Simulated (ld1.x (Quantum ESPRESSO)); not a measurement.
# Ge: generating and testing a TM potential

Task: generate the file, and judge it by its errors in other configurations, its logarithmic derivatives, its ghosts and its cutoff.

Method: ld1.x (Quantum ESPRESSO) 7.5, PBE, scalar-relativistic.

## Step 1: Starting point

Typed settings, in words:

| Item | Value |
| --- | --- |
| element | germanium (Ge, Z = 32) |
| type | norm-conserving Troullier–Martins (Kleinman–Bylander form) |
| frozen core | [Ar] 3d10 |
| valence charge | 4 |
| reference configuration | 4s1.75 4p2.25 |
| partial waves | 4s (bound): rc 1.50 bohr; 4p (bound): rc 2.20 bohr; 4d channel at -0.05 Ry: rc 1.80 bohr |
| local potential | the d channel |
| core correction | not asked for |

An earlier all-electron run gives the scale for the radii.

All-electron outer shells of the reference configuration (PBE, scalar-relativistic, ld1.x):

```json
{"shell": "3p", "level (eV)": "-116.08", "outermost node (bohr)": "0.23", "outermost maximum (bohr)": "0.54"}
{"shell": "3d", "level (eV)": "-29.76", "outermost node (bohr)": "–", "outermost maximum (bohr)": "0.50"}
{"shell": "4s", "level (eV)": "-11.98", "outermost node (bohr)": "0.77", "outermost maximum (bohr)": "1.73"}
{"shell": "4p", "level (eV)": "-4.07", "outermost node (bohr)": "0.82", "outermost maximum (bohr)": "2.19"}
```

## Step 2: Generating the potential

Ge.in

```
 &input
   title='Ge', zed=32., rel=1, dft='PBE', iswitch=3,
   config='[Ar] 3d10 4s1.75 4p2.25 4d-2',
   nld=3, rlderiv=2.40, eminld=-3.0, emaxld=5.0, deld=0.02
 /
 &inputp
   pseudotype=2, tm=.true., lloc=2,
   nlcc=.false.,
   file_pseudopw='Ge.UPF', file_wfcaegen='ae.wfc', file_wfcncgen='nc.wfc', file_beta='beta', file_chi='chi'
 /
3
4S  1  0   1.75   0.00  1.50  1.50  0.0
4P  2  1   2.25   0.00  2.20  2.20  0.0
4D  3  2  -2.00  -0.05  1.80  1.80  0.0
 &test
   configts(1)='4s1.75 4p2.25'
 /
```

On the command line:

```
$ ld1.x < Ge.in > Ge.out
```

The output, Ge.out (without the banner and most projector matrices):

```text
     Program LD1 v.7.5
     --------------------------- All-electron run ----------------------------

     Ge
     scalar relativistic calculation

     atomic number is 32.00
     dft =PBE   lsd =0 sic =0 latt =0  beta=0.20 tr2=1.0E-14
     Exchange-correlation= PBE
                           (   1   4   3   4   0   0   0)
     mesh =1207 r(mesh) = 100.41023 a.u. xmin = -7.00 dx = 0.01250
     1 Ry =  13.60569312 eV, c = 137.03599908

     n l     nl                  e(Ry)          e(Ha)          e(eV)
     1 0     1S 1( 2.00)      -805.6658      -402.8329    -10961.6412
     2 0     2S 1( 2.00)      -100.8579       -50.4290     -1372.2421
     2 1     2P 1( 6.00)       -88.1366       -44.0683     -1199.1596
     3 0     3S 1( 2.00)       -12.4178        -6.2089      -168.9525
     3 1     3P 1( 6.00)        -8.5318        -4.2659      -116.0809
     3 2     3D 1(10.00)        -2.1872        -1.0936       -29.7590
     4 0     4S 1( 1.75)        -0.8806        -0.4403       -11.9810
     4 1     4P 1( 2.25)        -0.2995        -0.1497        -4.0745

     final scf error:  9.2E-15 reached in  31 iterations

     Etot =   -4197.525371 Ry,   -2098.762686 Ha,  -57110.242079 eV

     Ekin =    4273.544749 Ry,    2136.772374 Ha,   58144.538396 eV
     Encl =  -10115.420035 Ry,   -5057.710017 Ha, -137627.300806 eV
     Eh   =    1803.316853 Ry,     901.658426 Ha,   24535.375701 eV
     Exc  =    -158.966938 Ry,     -79.483469 Ha,   -2162.855370 eV

     normalization and overlap integrals

     s(1S/1S) =  1.000000  <r> =   0.0470  <r2> =    0.0030  r(max) =   0.0309
     s(2S/2S) =  1.000000  <r> =   0.2100  <r2> =    0.0520  r(max) =   0.1754
     s(2P/2P) =  1.000000  <r> =   0.1837  <r2> =    0.0414  r(max) =   0.1418
     s(3S/3S) =  1.000000  <r> =   0.6242  <r2> =    0.4495  r(max) =   0.5402
     s(3P/3P) =  1.000000  <r> =   0.6470  <r2> =    0.4928  r(max) =   0.5402
     s(3D/3D) =  1.000000  <r> =   0.7359  <r2> =    0.6953  r(max) =   0.5012
     s(4S/4S) =  1.000000  <r> =   2.1078  <r2> =    5.1396  r(max) =   1.7277
     s(4P/4P) =  1.000000  <r> =   2.8679  <r2> =    9.8267  r(max) =   2.1908

     ------------------------ End of All-electron run ------------------------

     --------------------- Generating NC pseudopotential ---------------------

      Generating local pot.: lloc=2, matching radius rcloc =   1.8000

      Wfc   4S  rcut= 1.506  Using Troullier-Martins method

      Wfc   4P  rcut= 2.191  Using Troullier-Martins method

     ------------------- End of pseudopotential generation -------------------

     [... the all-electron block is printed once more ...]


     Computing logarithmic derivative in   2.40616
     Computing logarithmic derivative in   2.40616
     Computing the partial wave expansion
     R is outside the sphere for l=    0 j= 0.00
     R is outside the sphere for l=    1 j= 0.00
       no projector for channel:   2

     ---------------------- Testing the pseudopotential ----------------------

     Ge
     scalar relativistic calculation

     atomic number is 32.00   valence charge is  4.00
     dft =PBE   lsd =0 sic =0 latt =0  beta=0.20 tr2=1.0E-14
     mesh =1207 r(mesh) = 100.41023 xmin = -7.00 dx = 0.01250

     n l     nl             e AE (Ry)        e PS (Ry)    De AE-PS (Ry)
     1 0     4S   1( 1.75)       -0.88059       -0.88059        0.00000
     2 1     4P   1( 2.25)       -0.29947       -0.29947        0.00000

     eps = 5.1E-15  iter =  8

     Etot =   -4197.525371 Ry,   -2098.762686 Ha,  -57110.242079 eV
     Etotps =    -7.402360 Ry,      -3.701180 Ha,    -100.714235 eV

     Ekin =       2.650264 Ry,       1.325132 Ha,      36.058675 eV
     Encl =     -11.959033 Ry,      -5.979516 Ha,    -162.710927 eV
     Ehrt =       5.750870 Ry,       2.875435 Ha,      78.244571 eV
     Ecxc =      -1.940324 Ry,      -0.970162 Ha,     -26.399459 eV
     Epseu=      -1.904136 Ry,      -0.952068 Ha,     -25.907095 eV

     ---------------------- End of pseudopotential test ----------------------
```

Run time: 1.9 s. Hardware: 1 thread of Neoverse-V1, shared host. This counts the later configuration tests of the new file too.

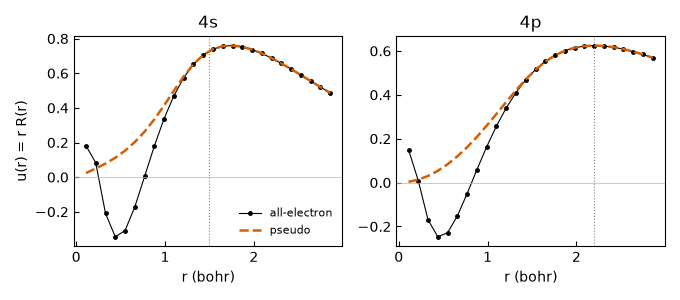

All-electron and pseudo partial waves (4s, 4p), with the matching radii dotted. The curves join 26 sampled radii, too few to resolve the innermost nodes.

## Step 3: Configuration tests

Ge.test.in

```
 &input
   title='Ge', zed=32., rel=1, dft='PBE', iswitch=2,
   config='[Ar] 3d10 4s1.75 4p2.25 4d-2'
 /
 &test
   file_pseudo='Ge.UPF', nconf=8,
   configts(1)='4s1.75 4p2.25',
   configts(2)='4s2 4p2',
   configts(3)='4s2 4p1',
   configts(4)='4s2 4p0',
   configts(5)='4s0 4p4',
   configts(6)='4s1 4p3',
   configts(7)='4s2 4p2.3',
   configts(8)='4s1 4p2'
 /
```

On the command line:

```
$ ld1.x < Ge.test.in > Ge.test.out
```

Ge.test.out, the pseudopotential blocks, each with the warnings that came before it:

```text
     ---------------------- Testing the pseudopotential ----------------------

     Ge
     scalar relativistic calculation

     atomic number is 32.00   valence charge is  4.00
     dft =PBE   lsd =0 sic =0 latt =0  beta=0.20 tr2=1.0E-14
     mesh =1207 r(mesh) = 100.41023 xmin = -7.00 dx = 0.01250

     n l     nl             e AE (Ry)        e PS (Ry)    De AE-PS (Ry)
     1 0     4S   1( 1.75)       -0.88059       -0.88059        0.00000
     2 1     4P   1( 2.25)       -0.29947       -0.29947        0.00000

     eps = 1.6E-15  iter = 16

     Etot =   -4197.525371 Ry,   -2098.762686 Ha,  -57110.242079 eV
     Etotps =    -7.402360 Ry,      -3.701180 Ha,    -100.714237 eV

     Ekin =       2.650264 Ry,       1.325132 Ha,      36.058673 eV
     Encl =     -11.959033 Ry,      -5.979516 Ha,    -162.710927 eV
     Ehrt =       5.750870 Ry,       2.875435 Ha,      78.244571 eV
     Ecxc =      -1.940324 Ry,      -0.970162 Ha,     -26.399459 eV
     Epseu=      -1.904136 Ry,      -0.952068 Ha,     -25.907095 eV

     ---------------------- End of pseudopotential test ----------------------

     ---------------------- Testing the pseudopotential ----------------------

     Ge
     [...]
     n l     nl             e AE (Ry)        e PS (Ry)    De AE-PS (Ry)
     1 0     4S   1( 2.00)       -0.86222       -0.86685        0.00463
     2 1     4P   1( 2.00)       -0.28630       -0.28737        0.00107

     eps = 8.9E-15  iter =156

     Etot =   -4197.669992 Ry,   -2098.834996 Ha,  -57112.209742 eV
     Etotps =    -7.547991 Ry,      -3.773995 Ha,    -102.695649 eV
     dEtot_ae =      -0.144621 Ry
     dEtot_ps =      -0.145631 Ry,   Delta E=       0.001011 Ry

     [...]
     ---------------------- End of pseudopotential test ----------------------

     ---------------------- Testing the pseudopotential ----------------------

     Ge
     [...]
     n l     nl             e AE (Ry)        e PS (Ry)    De AE-PS (Ry)
     1 0     4S   1( 2.00)       -1.45956       -1.46023        0.00066
     2 1     4P   1( 1.00)       -0.82628       -0.82594       -0.00034

     eps = 3.0E-15  iter = 38

     Etot =   -4197.122869 Ry,   -2098.561434 Ha,  -57104.765750 eV
     Etotps =    -6.999998 Ry,      -3.499999 Ha,     -95.239818 eV
     dEtot_ae =       0.402503 Ry
     dEtot_ps =       0.402362 Ry,   Delta E=       0.000140 Ry

     [...]
     ---------------------- End of pseudopotential test ----------------------

     BEWARE! Errors in PS-KS equations
     Warning: n=1, l=0 expected 0 nodes, found 1
     Warning: n=2, l=1 expected 0 nodes, found 2
     ---------------------- Testing the pseudopotential ----------------------

     Ge
     [...]
     n l     nl             e AE (Ry)        e PS (Ry)    De AE-PS (Ry)
     1 0     4S   1( 2.00)       -2.14976       -2.23221        0.08244  !
     2 1     4P   1( 0.00)       -1.45571       -1.45571        0.00000

     eps = 8.2E-15  iter = 36

     Etot =   -4195.988126 Ry,   -2097.994063 Ha,  -57089.326796 eV
     Etotps =    -4.464415 Ry,      -2.232207 Ha,     -60.741460 eV
     dEtot_ae =       1.537245 Ry
     dEtot_ps =       2.937945 Ry,   Delta E=      -1.400700 Ry

     [...]
     ---------------------- End of pseudopotential test ----------------------

     ---------------------- Testing the pseudopotential ----------------------

     Ge
     [...]
     n l     nl             e AE (Ry)        e PS (Ry)    De AE-PS (Ry)
     1 0     4S   1( 0.00)       -0.99555       -0.99223       -0.00332
     2 1     4P   1( 4.00)       -0.38263       -0.38257       -0.00006

     eps = 6.8E-15  iter = 17

     Etot =   -4196.479660 Ry,   -2098.239830 Ha,  -57096.014458 eV
     Etotps =    -6.359178 Ry,      -3.179589 Ha,     -86.521019 eV
     dEtot_ae =       1.045711 Ry
     dEtot_ps =       1.043182 Ry,   Delta E=       0.002529 Ry

     [...]
     ---------------------- End of pseudopotential test ----------------------

     ---------------------- Testing the pseudopotential ----------------------

     Ge
     [...]
     n l     nl             e AE (Ry)        e PS (Ry)    De AE-PS (Ry)
     1 0     4S   1( 1.00)       -0.93246       -0.93139       -0.00107
     2 1     4P   1( 3.00)       -0.33685       -0.33698        0.00013

     eps = 6.4E-15  iter = 26

     Etot =   -4197.084042 Ry,   -2098.542021 Ha,  -57104.237489 eV
     Etotps =    -6.961444 Ry,      -3.480722 Ha,     -94.715273 eV
     dEtot_ae =       0.441329 Ry
     dEtot_ps =       0.440916 Ry,   Delta E=       0.000414 Ry

     [...]
     ---------------------- End of pseudopotential test ----------------------

     ---------------------- Testing the pseudopotential ----------------------

     Ge
     [...]
     n l     nl             e AE (Ry)        e PS (Ry)    De AE-PS (Ry)
     1 0     4S   1( 2.00)       -0.70960       -0.71392        0.00432
     2 1     4P   1( 2.30)       -0.14906       -0.14974        0.00068

     eps = 3.9E-15  iter = 54

     Etot =   -4197.734933 Ry,   -2098.867466 Ha,  -57113.093307 eV
     Etotps =    -7.613197 Ry,      -3.806599 Ha,    -103.582823 eV
     dEtot_ae =      -0.209561 Ry
     dEtot_ps =      -0.210837 Ry,   Delta E=       0.001276 Ry

     [...]
     ---------------------- End of pseudopotential test ----------------------

     ---------------------- Testing the pseudopotential ----------------------

     Ge
     [...]
     n l     nl             e AE (Ry)        e PS (Ry)    De AE-PS (Ry)
     1 0     4S   1( 1.00)       -1.53157       -1.53082       -0.00076
     2 1     4P   1( 2.00)       -0.88375       -0.88411        0.00036

     eps = 6.2E-15  iter = 31

     Etot =   -4196.482228 Ry,   -2098.241114 Ha,  -57096.049396 eV
     Etotps =    -6.359295 Ry,      -3.179647 Ha,     -86.522610 eV
     dEtot_ae =       1.043143 Ry
     dEtot_ps =       1.043065 Ry,   Delta E=       0.000078 Ry

     [...]
     ---------------------- End of pseudopotential test ----------------------
```

1 test gave no usable energy difference (4s2 4p0).

Excitation and ionisation energies from 4s1.75 4p2.25, with the error of the potential.

```tsv
valence configuration	charge	ΔE all-electron (eV)	error AE − PS (meV)
4s2 4p2	0	-1.968	+14
4s2 4p1	+1	5.476	+1.9
4s0 4p4	0	14.228	+34
4s1 4p3	0	6.005	+5.6
4s2 4p2.3	-0.3	-2.851	+17
4s1 4p2	+1	14.193	+1.1
```

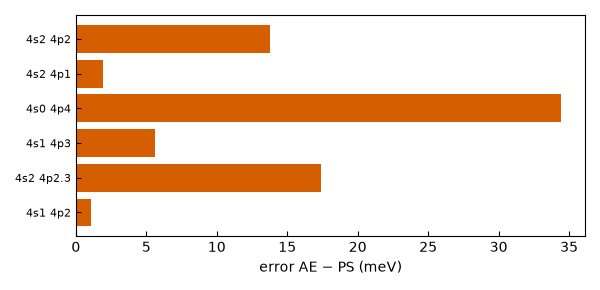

Error of the potential in each test configuration.

## Step 4: Logarithmic derivatives

Taken from the files of the generation run. The phase is arctan(r·u′/u) with u = r·R, unwrapped, with energies in Ry. A pole is an energy at which the radial function vanishes at the test radius. The pseudo phase is shifted by a multiple of π to meet the all-electron one at the reference energy. Levels narrower than the energy grid can be missing from the poles. The last column is the largest difference on the grid between −1 and +1 Ry.

```tsv
channel	radius (bohr)	reference (Ry)	poles AE	poles PS	window around the reference with phases within 0.05 rad (Ry)	largest difference near zero (rad)
s	2.41	-0.88	0.43	0.07, 0.99	below 0.0	3.056
p	2.41	-0.30	1.68	1.71	below 4.2	0.002
d	2.41	-0.05	-2.15, 3.87	1.10	-1.9 to 0.5	0.832
```

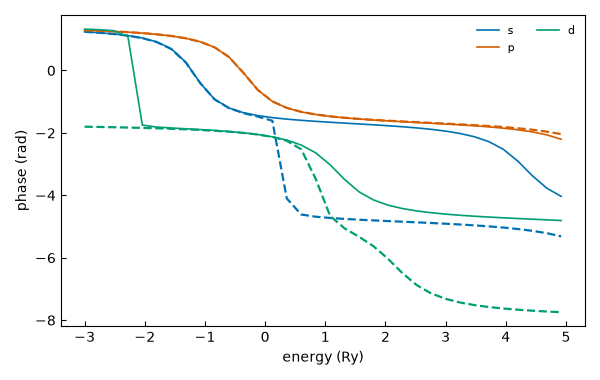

Phases by channel: all-electron solid, pseudo dashed.

## Step 5: Plane-wave convergence, by spherical Bessel functions

This step uses the generator's waves and projectors in a separate script. Basis: spherical Bessel functions vanishing at 20 bohr, q² up to the cutoff; potential fixed at the reference.

All-electron valence levels (Ry): 4s -0.8806, 4p -0.2995. The lowest levels of each channel (Ry) by cutoff; the last column sums, over occupied levels, occupation times the distance from the level at 400 Ry. A positive value at high cutoff is not a bound level.

| cutoff (Ry) | s #1 | s #2 | p #1 | p #2 | d #1 | f #1 | Σ f·Δε (mRy) |
| --- | --- | --- | --- | --- | --- | --- | --- |
| 8 | -20.6053 | -0.8124 | -0.3022 | 0.0226 | 0.0543 | 0.1083 | 125.5 |
| 12 | -35.5400 | -0.8689 | -0.3039 | 0.0219 | 0.0543 | 0.1083 | 30.5 |
| 15 | -41.7201 | -0.8756 | -1.9116 | -0.2977 | 0.0543 | 0.1083 | 12.8 |
| 18 | -47.8398 | -0.8776 | -5.0691 | -0.2992 | 0.0543 | 0.1083 | 5.8 |
| 21 | -49.9224 | -0.8777 | -8.6032 | -0.2993 | 0.0543 | 0.1083 | 5.4 |
| 30 | -51.2799 | -0.8785 | -17.2506 | -0.2994 | 0.0542 | 0.1083 | 3.9 |
| 40 | -51.3148 | -0.8800 | -20.3197 | -0.2995 | 0.0541 | 0.1083 | 1.0 |
| 45 | -51.3268 | -0.8803 | -21.0423 | -0.2995 | 0.0541 | 0.1083 | 0.6 |
| 55 | -51.3326 | -0.8804 | -21.4956 | -0.2995 | 0.0541 | 0.1083 | 0.3 |
| 400 | -51.4287 | -0.8806 | -21.9607 | -0.2995 | 0.0539 | 0.1083 | 0.0 |

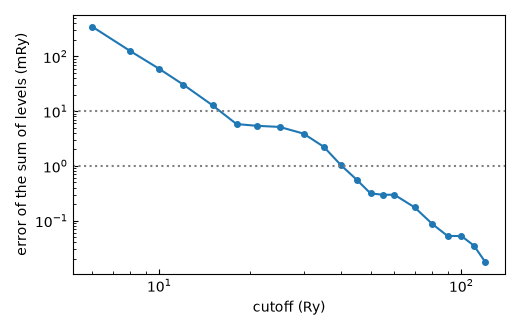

Occupation-weighted error of the valence levels against the cutoff; the dotted lines mark 10 and 1 mRy.

The sum stays within 10 mRy from 18 Ry and within 1 mRy from 45 Ry. The sum leaves out empty levels, which can need more. Ghost test: ghost states, bound below the all-electron valence or empty levels of the same l: s at -699.7 eV, p at -298.8 eV.

## Step 6: What came out

| quantity | value |
| --- | --- |
| cutoffs for 10 and 1 mRy, occupied levels | 18 Ry and 45 Ry |
| bound ghosts | s at -699.72 eV, p at -298.79 eV |
| largest test error (AE − PS) | +34 meV, for 4s0 4p4 (1 test unsolved) |
| largest phase difference near zero energy, channels read | 3.056 rad |

What this shows: A bound ghost (s, p) makes it unfit for use: electrons can fall into a state that the atom doesn't have. The worst unpolarised test, 4s0 4p4, is off by 34 meV on 14.2 eV; by total energies transferability rates as fair where solved. Of the tests 1 gave no usable energy difference, which is a warning in itself. It counts as soft on the atom at that tolerance, with 18 Ry needed at the looser tolerance. The slowest occupied level is 4s: taken alone it needs 40 Ry to come within 1 mRy, against 18 Ry for 4p. Of the channels read, s scatters worst near zero energy, by up to 3.06 rad. A step near π is an extra or missing state, not a misfit of shape. The pseudo curves have a pole with no partner nearby in the atom's: s at 0.99 Ry. At positive energy that is a spurious or a displaced resonance. All of this concerns the isolated atom, not yet a solid.
